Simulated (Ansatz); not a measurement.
# NaCdCl3 (model cell, started as cubic perovskite with Cd in the octahedra): a soft mode frozen in

Wanted: the energy along a soft mode of NaCdCl3 (model cell, started as cubic perovskite with Cd in the octahedra) and the structure at the end.

Main program and level: Ansatz 0.2.0; DFT r2SCAN, scalar-relativistic, plane waves, PAW; PAW set soft_1.

The structure was built from a prototype and need not be the compound's stable phase.

## 1. Set-up

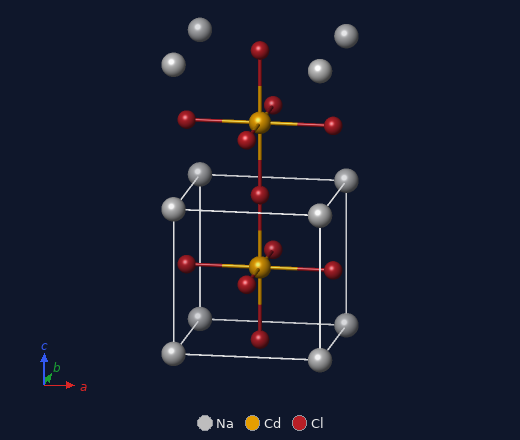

Start, viewed slightly off an axis; sodium light grey, cadmium orange, chlorine red. 1×1×2 cells are drawn. Some periodic images of atoms are drawn too.

## 2. The dispersion

The cell comes from relaxations at this level that are not shown. Stability and thermal properties need the whole zone. Linear response on a 2×2×2 q mesh gives force constants as far as a supercell of that size would, and the tensors from the zone-centre run are typed in so that the long-range dipole term is interpolated apart.

File input.yaml:

```yaml
crystal:
  lattice:
    - [5.169590516, 0.0, 0.0]
    - [0.0, 5.169590516, 0.0]
    - [0.0, 0.0, 5.169590516]
  atoms:
    - { symbol: Na, position: [0.0, 0.0, 0.0] }
    - { symbol: Cd, position: [0.5, 0.5, 0.5] }
    - { symbol: Cl, position: [0.5, 0.5, 0.0] }
    - { symbol: Cl, position: [0.5, 0.0, 0.5] }
    - { symbol: Cl, position: [0.0, 0.5, 0.5] }
kpoints:
  mp_grid: { grid: [6, 6, 6] }
hamiltonian:
  xc: r2scan
  pseudopotentials: { kind: paw, azcp: { folder: soft_1 } }
scf:
  occupations: { method: fixed }
output:
  eigenvalues: true
phonons:
  method: dfpt
  qmesh: [2, 2, 2]
  temperatures: { t_max: 1000, t_step: 50 }
  qpath:
    path:
      - [[0.0, 0.0, 0.0], [0.0, 0.5, 0.0], [0.5, 0.5, 0.0], [0.0, 0.0, 0.0], [0.5, 0.5, 0.5], [0.0, 0.5, 0.0]]
      - [[0.5, 0.5, 0.5], [0.5, 0.5, 0.0]]
    npoints: 10
  non_analytic_term:
    high_frequency_dielectric_tensor: [[2.8991, 0.0, 0.0], [0.0, 2.8991, 0.0], [0.0, 0.0, 2.8991]]
    born_effective_charges:
      - { species: Na, tensor: [[1.2791, 0.0, 0.0], [0.0, 1.2791, 0.0], [0.0, 0.0, 1.2791]] }
      - { species: Cd, tensor: [[2.5923, 0.0, 0.0], [0.0, 2.5923, 0.0], [0.0, 0.0, 2.5923]] }
      - { species: Cl, tensor: [[-0.862, 0.0, 0.0], [0.0, -0.862, 0.0], [0.0, 0.0, -2.1475]] }
      - { species: Cl, tensor: [[-0.862, 0.0, 0.0], [0.0, -2.1475, 0.0], [0.0, 0.0, -0.862]] }
      - { species: Cl, tensor: [[-2.1475, 0.0, 0.0], [0.0, -0.862, 0.0], [0.0, 0.0, -0.862]] }
    source: "zone-centre run at this cell"
```

On the command line:

```sh
> ansatz run input.yaml --threads 4 --pin off --max-ram 16384MiB --backend cpu --events-out ev --progress --plain --runs-dir out
```

Numbers of over 12 decimals in the logs are rounded to 6 here.

The program printed:

```text
Engine: ansatz 0.2.0, aarch64-unknown-linux-gnu
Pseudopotentials: kind: paw
Pseudopotential: Na, paw, valence charge 9, recommended cutoff 500 eV (meta_gga), soft_1/Na.paw.azcp
Pseudopotential: Cd, paw, valence charge 20, recommended cutoff 500 eV (meta_gga), soft_1/Cd.paw.azcp
Pseudopotential: Cl, paw, valence charge 7, recommended cutoff 500 eV (meta_gga), soft_1/Cl.paw.azcp
Functional definition: r2SCAN
  parameter k0 = 0.174
  parameter k1 = 0.065
  parameter a1 = 4.9479
  exchange = r2scan_x(k0 = k0, k1 = k1, a1 = a1)
  correlation = r2scan_c
Crystal: 5 atoms, lattice volume = 138.156 Å³
Basis set: ecut = 500 eV, 3431 PW (Γ), exchange–correlation on 400×400×400 points (1000 copies of the dense FFT grid, shifted against one another)
Bands: 30, of which v1, the nominal top of the filled ones, is band 25 counted from 1 (24 counted from 0)
Symmetry: 48 space group operations
k-points: 80 of 216 (irreducible under 2 space group operations, time reversal used)
Non-local potential: Na, projectors of the file, l = 0: 3, l = 1: 2, l = 2: 1
Non-local potential: Cd, projectors of the file, l = 0: 3, l = 1: 2, l = 2: 2, l = 3: 1
Non-local potential: Cl, projectors of the file, l = 0: 2, l = 1: 2, l = 2: 1
PAW form: soft (Blöchl's): semilocal exchange-correlation on the pseudo side does not see the compensation charge
PAW frozen core: Na, regenerated for the run's functional (the file was generated under x = pbe(κ = 0.804, μ = 0.219515), c = pbe(β = 0.066725))
PAW frozen core: Cd, regenerated for the run's functional (the file was generated under x = pbe(κ = 0.804, μ = 0.219515), c = pbe(β = 0.066725))
PAW frozen core: Cl, regenerated for the run's functional (the file was generated under x = pbe(κ = 0.804, μ = 0.219515), c = pbe(β = 0.066725))
PAW one-centre angular grid: Na, 302 points (default); XC on 317 of its mesh's 2451 points in the sphere
PAW one-centre angular grid: Cd, 590 points (default); XC on 160 Gauss nodes
PAW one-centre angular grid: Cl, 302 points (default); XC on 160 Gauss nodes
Initial density: superposition of atomic densities (chi_scale 0.1, normalization cell, long waves kept (reshape's long-wave potential 0.01 eV rms))
Initial wavefunctions: pseudopotential atomic-orbital guess
Functional: x = r2scan, c = r2scan; τ floored in thin density (d = 2e-4 eV/Å³)
SCF iter   1: F=—  HF=-13016.865731 eV  |F-HF|=—  |Δ(HF+E_count)|=         —  Δρ=6.69e-2  dr2=5.35e0  dr2_τ=1.29e-2  ethr=3.10e-3  ⟨swp⟩=5.0  Hψ=8768  notcnv=0  defer=225
preconditioner: auto → Resta (q_TF=auto, 2.303 Å⁻¹)  ε∞=3.0  [insulator: Δε(μ)=1.446 eV  Ē_g=12.932 eV  n_scr=26 (ndim 8)  ℏωp=18.4 eV  f_vac=0.056  ε∞_Penn≈3.0]
SCF iter   2: F=—  HF=-13014.963367 eV  |F-HF|=—  |Δ(HF+E_count)|=    1.90e0  Δρ=1.90e-2  dr2=4.72e-1  dr2_τ=7.40e-2  ethr=3.10e-3  ⟨swp⟩=3.0  Hψ=5516  notcnv=0  defer=226
SCF iter   3: F=—  HF=-13014.886473 eV  |F-HF|=—  |Δ(HF+E_count)|=   7.69e-2  Δρ=7.00e-3  dr2=6.16e-2  dr2_τ=2.14e-3  ethr=9.44e-4  ⟨swp⟩=3.0  Hψ=4269  notcnv=0  defer=238
SCF iter   4: F=—  HF=-13014.892054 eV  |F-HF|=—  |Δ(HF+E_count)|=   5.58e-3  Δρ=1.23e-3  dr2=2.48e-3  dr2_τ=1.50e-4  ethr=1.23e-4  ⟨swp⟩=3.0  Hψ=4956  notcnv=0  defer=238
SCF iter   5: F=—  HF=-13014.893210 eV  |F-HF|=—  |Δ(HF+E_count)|=   1.16e-3  Δρ=4.20e-4  dr2=1.85e-4  dr2_τ=1.23e-5  ethr=4.95e-6  ⟨swp⟩=3.0  Hψ=4242  notcnv=0  defer=238
SCF iter   6: F=—  HF=-13014.893395 eV  |F-HF|=—  |Δ(HF+E_count)|=   1.86e-4  Δρ=6.57e-5  dr2=5.60e-6  dr2_τ=7.85e-7  ethr=3.70e-7  ⟨swp⟩=2.0  Hψ=4136  notcnv=0  defer=238
SCF iter   7: F=—  HF=-13014.893410 eV  |F-HF|=—  |Δ(HF+E_count)|=   1.47e-5  Δρ=1.33e-5  dr2=2.93e-7  dr2_τ=2.12e-8  ethr=1.12e-8  ⟨swp⟩=2.0  Hψ=3971  notcnv=0  defer=232
SCF iter   8: F=—  HF=-13014.893415 eV  |F-HF|=—  |Δ(HF+E_count)|=   5.18e-6  Δρ=4.47e-6  dr2=2.99e-8  dr2_τ=2.76e-9  ethr=5.87e-10  ⟨swp⟩=2.0  Hψ=4071  notcnv=0  defer=206
SCF iter   9: F=—  HF=-13014.893415 eV  |F-HF|=—  |Δ(HF+E_count)|=   1.26e-8  Δρ=8.06e-7  dr2=9.55e-10  dr2_τ=1.81e-10  ethr=5.99e-11  ⟨swp⟩=2.0  Hψ=3996  notcnv=0  defer=206
SCF iter  10: F=—  HF=-13014.893415 eV  |F-HF|=—  |Δ(HF+E_count)|=   1.06e-9  Δρ=1.64e-7  dr2=5.28e-11  dr2_τ=2.25e-12  ethr=1.91e-12  ⟨swp⟩=2.0  Hψ=3920  notcnv=0  defer=206
SCF iter  11: F=-13014.893415 eV  HF=-13014.893415 eV  |F-HF|=5.46e-12  |Δ(HF+E_count)|=  8.00e-11  Δρ=2.79e-8  dr2=1.37e-12  dr2_τ=5.51e-14  ethr=1.00e-12  ⟨swp⟩=15.7  Hψ=15916  notcnv=0
SCF 1 converged in 11 iterations: F = -13014.893415 eV  dr2 = 1.37e-12
  greatest PAW one-centre occupation: 1.002 electrons in one spin orbital (limit 2), on the Na atom at site 0 (counted from 0), in its partial waves of l = 0
DFPT response loops at Γ: preconditioner auto → none (the input reference at scf.mixing.eps_inf says where Resta's filter doesn't serve); β = 0.50; Broyden in place of MSR1
NSCF: frozen V_eff on 20 k-points
NSCF: frozen V_eff on 128 k-points
DFPT response loops at q = (0, 0, -0.5) (fractional): mixed as the last ones told, above
NSCF: frozen V_eff on 128 k-points
DFPT response loops at q = (0, -0.5, -0.5) (fractional): mixed as the last ones told, above
NSCF: frozen V_eff on 128 k-points
DFPT response loops at q = (-0.5, -0.5, -0.5) (fractional): mixed as the last ones told, above
SCF converged after 11 iterations
Free energy (F): -13014.893415 eV
Harris-Foulkes:  -13014.893415 eV  (|F-HF|=5.46e-12)
Internal energy: -13014.893415 eV  (E = F + TS)
E sigma→0 (E₀):  -13014.893415 eV
Fermi energy:    1.932141 eV
--- Per-component energies (eV) ---
  E_band       = -918.343885
  E_kinetic    = 1011.273431
  E_local      = -7014.423978  (includes V_loc(G=0)·N_el)
  E_nonlocal   = 496.725272
  E_hartree    = 2951.079612
  E_xc         = -493.621828
  E_vxc        = -651.433688  (∫ρ·V_xc dr)
  E_paw        = -6423.840105  (= ΣΔE_a)
  E_vpaw       = -702.340917  (= ΣTr[D̂ρ^β])
  E_aug_tail   = 0.000003  (compensation charges beyond the density's cutoff)
  E_vtau       = 39.696793  (kinetic-family band-sum trace: ∫τ·v_τ [+ j·A + Jᵃ·Aᵃ] dr)
  E_ewald      = -3541.085570
  E_core_change = -1.000252  (= ΣΔE_core)
  E_smearing   = -0.000000  (= −TS)
  E_closure    = -0.000000  (closes the sum)
  Σ components = -13014.893415   (vs F -13014.893415, Δ=0.00e0)
--- Band table (eV; the first three rows and the last of 80) ---
  k-point 0: bands = [... 21 lower, 0.9713, 1.1072, 1.1072, 1.1072, 4.5247, 6.4476, 10.4231, 10.4231, ... 1 higher]
  k-point 1: bands = [... 21 lower, 0.9469, 0.9469, 1.0846, 1.0846, 5.0534, 6.7244, 10.2286, 10.7348, ... 1 higher]
  k-point 2: bands = [... 21 lower, 0.8648, 0.8648, 1.0646, 1.0646, 6.2813, 7.4458, 9.5548, 11.2896, ... 1 higher]
  k-point 79: bands = [... 21 lower, 1.6157, 1.6157, 1.9321, 1.9321, 7.3886, 9.0814, 9.0814, 9.0814, ... 1 higher]
--- Phonons (Γ-DFPT): 4 representative perturbations + reference, on 80 of 216 k-points (Σ response iterations 26) ---
  k mesh reduced under 2 symmetry operations, with k and −k counted as one. Each operation leaves every solved perturbation unchanged. A smaller set is not considered because the functional reads the kinetic-energy density
  ASR residual: 6.859e-5 → 0.000e0 eV/Å²; symmetrization residual: 1.035e-5 eV/Å²
  ASR residual per site (eV/Å²): 6.86e-5 1.77e-5 1.73e-5 1.73e-5 1.73e-5
  Γ frequencies (cm⁻¹): -92.78 -92.78 -92.78 0.00 0.00 0.00 11.13 11.13 11.13 75.55 75.55 75.55 266.84 266.84 266.84
--- Phonons (arbitrary-q DFPT): 4 irreducible q on the 2×2×2 mesh ---
  q = [0.0000, 0.0000, 0.0000] (star 1, of the zone-centre solve; hermiticity 2.65e-6, symmetrization 4.70e-8): -92.78 -92.78 -92.78 -0.00 0.00 0.00 11.13 11.13 11.13 75.55 75.55 75.55 266.84 266.84 266.84
  q = [0.0000, 0.0000, -0.5000] (star 3, 9 solved perturbations in 504 linear systems a pass and spin channel, the states on 64 of 216 k-point pairs; hermiticity 2.11e-6, symmetrization 8.87e-12): -84.42 -84.42 -23.05 -23.05 28.94 57.66 61.61 61.61 63.51 63.51 88.58 144.57 266.08 266.08 277.09
  q = [0.0000, -0.5000, -0.5000] (star 3, 9 solved perturbations in 504 linear systems a pass and spin channel, the states on 64 of 216 k-point pairs; hermiticity 2.63e-6, symmetrization 1.11e-12): -88.72 -84.66 -84.66 -71.72 47.19 47.19 59.88 86.61 86.61 113.88 148.58 148.58 174.77 265.52 298.69
  q = [-0.5000, -0.5000, -0.5000] (star 1, 4 solved perturbations in 184 linear systems a pass and spin channel, the states on 64 of 216 k-point pairs; hermiticity 1.41e-6, symmetrization 1.28e-11): -88.86 -88.86 -88.86 -86.29 -86.29 -86.29 122.00 122.00 122.00 141.94 141.94 141.94 173.93 173.93 318.05
  sum rule: each row above includes the acoustic sum rule's correction from the zone centre's row sums; it moved no ω² by more than (0.90 cm⁻¹)²
  mesh force constants: q→R imaginary residual 3.98e-18; ASR residual 6.859e-5 → 0.000e0 eV/Å²; symmetrization residual 8.882e-15 eV/Å²
  interpolated dispersion: 63 rows × 15 modes
  density of states and harmonic sums: on the 12×12×12 q-mesh, interpolated from the force constants of a 2×2×2 supercell (with the dipole–dipole term of supplied tensors)
  largest difference from the sums on the solved wave vectors: F 1.57e-1 eV, S 2.01e-4 and C_V 5.11e-5 eV/K
  zero-point energy: 0.086093 eV/cell   skipped modes (ω ≤ 0): 416, of them read as no rigid motion or as one in doubt: 413 (5.010e0 modes/cell left out, lowest -92.78 cm⁻¹)   left out of the sums: 3.34e-1 of the cell's modes: C_V's classical limit lies that fraction below 3 k_B per atom; for a crystal, a wire or a layer, F and S can be off by more, and a phonons.interpolated_qmesh denser along its periods is the remedy for the sampling
```

Elapsed: 16 min, on 4 threads of Arm Neoverse V2, shared host; peak memory 14 GiB; 64 min of CPU time.

Reading the cycles: dr2 is the Hartree energy of the density residual (eV), the measure of convergence; HF is the Harris–Foulkes estimate of the energy, which meets the free energy F at convergence.

This step gave:

```
gap on the k-mesh                                       : 2.593 eV
volume per atom                                         : 27.63 Å³
sum-rule residual before enforcement                    : 6.86e-5 eV/Å²
lowest frequency on the path                            : -92.78 cm⁻¹
point group                                             : m-3m
highest frequency on the path or at a solved wavevector : 318.1 cm⁻¹
highest optical mode at the zone centre (no LO-TO term) : 266.8 cm⁻¹
lowest optical zone-centre mode                         : -92.78 cm⁻¹
lowest mode on the q mesh (acoustic modes at Γ apart)   : -92.78 cm⁻¹
```

Frequencies (cm⁻¹) solved at each irreducible wavevector; negative means imaginary. Frequencies by wavevector, by row:

```csv
q in reciprocal lattice units,star,mode 1,mode 2,mode 3,mode 4,mode 13,mode 14,mode 15
0 0 0,1,-92.8,-92.8,-92.8,0,266.8,266.8,266.8
0 0 -0.5,3,-84.4,-84.4,-23.1,-23.1,266.1,266.1,277.1
0 -0.5 -0.5,3,-88.7,-84.7,-84.7,-71.7,174.8,265.5,298.7
-0.5 -0.5 -0.5,1,-88.9,-88.9,-88.9,-86.3,173.9,173.9,318.1
```

Interpolated from a 2×2×2 q mesh, with the LO-TO term (at Γ the limit along the path; where Γ stands inside the path, tables give the limit on arrival). Phonon branches along the path, in cm⁻¹:

```csv
point,branch 1,branch 2,branch 3,branch 4,branch 12,branch 13,branch 14,branch 15
Γ,-93,-93,0,0,110,267,267,305
X,-84,-84,-23,-23,145,266,266,277
M,-89,-85,-85,-72,149,175,266,299
Γ,-93,-93,0,0,110,267,267,305
R,-89,-89,-89,-86,142,174,174,318
X,-84,-84,-23,-23,145,266,266,277
jump to R,-89,-89,-89,-86,142,174,174,318
M,-89,-85,-85,-72,149,175,266,299
```

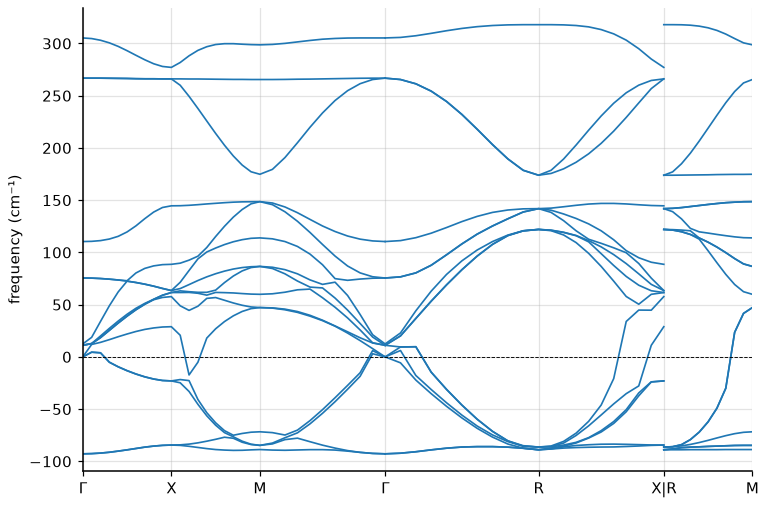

Phonon branches along the path.

Symmetry leaves 4 wavevectors to solve. The lowest mode among them, the acoustic zeros apart, lies at Γ and is imaginary, 92.8i cm⁻¹, so the energy falls along it.

## 3. The mode frozen in, largest atomic shift 0 Å

The mode followed lies at q = (-0.5, -0.5, -0.5) with frequency 88.9i cm⁻¹ and is 3-fold degenerate, one of the unstable modes though not the softest. At small amplitude the distorted cell has space group no. 167 by a symmetry search on the positions. The undistorted cell that holds it gives the zero of energy on the same k mesh.

System of this step: NaCdCl3 (model cell, started as cubic perovskite with Cd in the octahedra). The structure is cubic, space group Pm-3m (No. 221). The conventional cell has a = 5.170 Å, b = 5.170 Å, c = 5.170 Å, α = 90.00°, β = 90.00°, γ = 90.00°. Na has 12 Cl at 3.66 Å nearest. Nearest to Cd lie 6 Cl at 2.58 Å. Nearest to Cl lie 2 Cd at 2.58 Å. Farther neighbours and most contacts between anions are not listed.

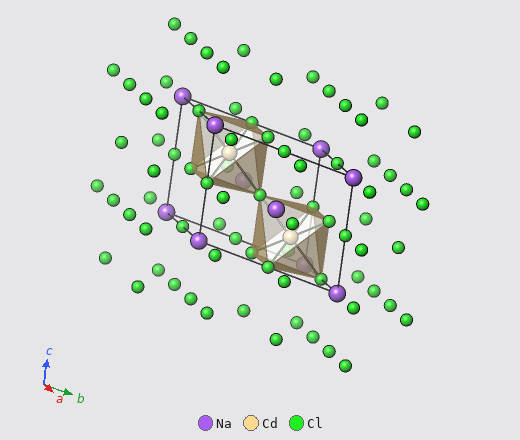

The cell of this step (sodium purple, cadmium orange, chlorine green). Some periodic images of atoms are drawn too.

File input.yaml:

```yaml
crystal:
  lattice:
    - [5.169590516, 5.169590516, 0.0]
    - [5.169590516, 0.0, 5.169590516]
    - [5.169590516, 0.0, -5.169590516]
  atoms:
    - { symbol: Na, position: [0.0, 0.0, 0.0] }
    - { symbol: Na, position: [0.0, 0.5, 0.5] }
    - { symbol: Cd, position: [0.5, 0.25, 0.75] }
    - { symbol: Cd, position: [0.5, 0.75, 0.25] }
    - { symbol: Cl, position: [0.5, 0.0, 0.0] }
    - { symbol: Cl, position: [0.5, 0.5, 0.5] }
    - { symbol: Cl, position: [0.0, 0.5, 0.0] }
    - { symbol: Cl, position: [0.0, 0.0, 0.5] }
    - { symbol: Cl, position: [0.5, 0.0, 0.5] }
    - { symbol: Cl, position: [0.5, 0.5, 0.0] }
kpoints:
  mp_grid: { grid: [4, 4, 4] }
hamiltonian:
  xc: r2scan
  pseudopotentials: { kind: paw, azcp: { folder: soft_1 } }
scf:
  occupations: { method: gaussian, width: 0.02 }
output:
  forces: true
  stress: true
  eigenvalues: true
```

The program printed:

```text
[...]
Crystal: 10 atoms, lattice volume = 276.311 Å³
Basis set: ecut = 500 eV, 6975 PW (Γ), exchange–correlation on 216×216×216 points (64 copies of the dense FFT grid, shifted against one another)
Bands: 60, of which v1, the nominal top of the filled ones, is band 50 counted from 1 (49 counted from 0)
Symmetry: 96 space group operations
[...]
k-points: 8 of 64
[...]
k-point 0: bands = [... 46 lower, 1.6156, 1.6156, 1.9321, 1.9321, 4.5246, 6.4476, 7.3886, 9.0813, ... 4 higher]
  k-point 1: bands = [... 46 lower, 1.3102, 1.5116, 1.6550, 1.6550, 5.3259, 6.9017, 7.7229, 8.4037, ... 4 higher]
  k-point 2: bands = [... 46 lower, 1.3891, 1.3891, 1.3891, 1.3891, 6.8981, 6.8981, 7.8509, 7.8509, ... 4 higher]
  k-point 7: bands = [... 46 lower, 1.3355, 1.3355, 1.3681, 1.3681, 7.6900, 7.6900, 8.3546, 8.3546, ... 4 higher]
[key lines of the parts left out:]
SCF converged after 8 iterations
Free energy (F): -26029.786693 eV
Fermi energy:    3.228359 eV
P = ⅓ Tr σ = -0.0077 GPa (-0.077 kbar)
```

Run time: 4.6 s. Hardware: 4 threads; peak memory 1.3 GiB.

Numbers from this step:

```yaml
pressure: -0.007679 GPa
energy_from_the_undistorted_cell: 0 meV/atom
```

At this level the gap is 2.59 eV on the k-mesh of the self-consistent run, which can miss the band edges.

## 4. The mode frozen in, largest atomic shift 0.6 Å

The atoms are moved along the unstable eigenvector, the largest shift by 0.6 Å, with the cell fixed.

input.yaml, the sections that differ from step 3:

```yaml
crystal:
  lattice:
    - [5.169590516, 5.169590516, 0.0]
    - [5.169590516, 0.0, 5.169590516]
    - [5.169590516, 0.0, -5.169590516]
  atoms:
    - { symbol: Na, position: [0.0, 0.0, 0.0] }
    - { symbol: Na, position: [0.0, 0.5, 0.5] }
    - { symbol: Cd, position: [0.5, 0.25, 0.75] }
    - { symbol: Cd, position: [0.5, 0.75, 0.25] }
    - { symbol: Cl, position: [0.5820691827, 0.0, 0.0] }
    - { symbol: Cl, position: [0.4179308173, 0.5, 0.5] }
    - { symbol: Cl, position: [0.0, 0.4179308173, 0.0] }
    - { symbol: Cl, position: [0.0, 0.0820691827, 0.5] }
    - { symbol: Cl, position: [0.5820691827, -0.0820691827, 0.5] }
    - { symbol: Cl, position: [0.4179308173, 0.5820691827, 0.0] }
# kpoints, hamiltonian, scf, output: as in step 3
```

The program printed:

```text
[...]
Crystal: 10 atoms, lattice volume = 276.311 Å³
Basis set: ecut = 500 eV, 6975 PW (Γ), exchange–correlation on 216×216×216 points (64 copies of the dense FFT grid, shifted against one another)
Bands: 60, of which v1, the nominal top of the filled ones, is band 50 counted from 1 (49 counted from 0)
Symmetry: 12 space group operations
[...]
k-points: 13 of 64
[...]
k-point 0: bands = [... 46 lower, 1.2493, 1.2493, 1.4966, 1.4966, 4.5201, 7.1479, 8.0620, 8.9707, ... 4 higher]
  k-point 1: bands = [... 46 lower, 1.1571, 1.1571, 1.2458, 1.2458, 5.1819, 7.5252, 7.8575, 8.5446, ... 4 higher]
  k-point 2: bands = [... 46 lower, 1.0972, 1.0972, 1.0972, 1.0972, 6.5212, 6.5212, 8.4216, 8.4216, ... 4 higher]
  k-point 12: bands = [... 46 lower, 1.0431, 1.0431, 1.2059, 1.2059, 6.8908, 6.8908, 8.6883, 8.6883, ... 4 higher]
[key lines of the parts left out:]
SCF converged after 8 iterations
Free energy (F): -26030.536801 eV
Fermi energy:    3.008415 eV
P = ⅓ Tr σ = -2.1482 GPa (-21.482 kbar)
```

It took 7 s on 4 threads; peak memory 1.4 GiB.

This step gave:

| Item | Value |
| --- | --- |
| pressure | -2.148 GPa |
| gap on the k-mesh | 3.023 eV |
| energy from the undistorted cell | -75.01 meV/atom |

The energy, extrapolated to zero smearing, is -75.01 meV/atom against the undistorted cell.

The run ends at a pressure of -2.15 GPa, with forces up to 0.24 eV/Å.

(Continued in part 2 of 2.)

[Logs are printed without paths, hosts, clocks, repeated set-up lines and the standing remarks that a program may print on its own settings, such as how far it seeks lower states.]

[Hosts, paths, dates, database ids (printed as entryN), source tags and the programs' standing remarks are cut or masked in the printed files.]
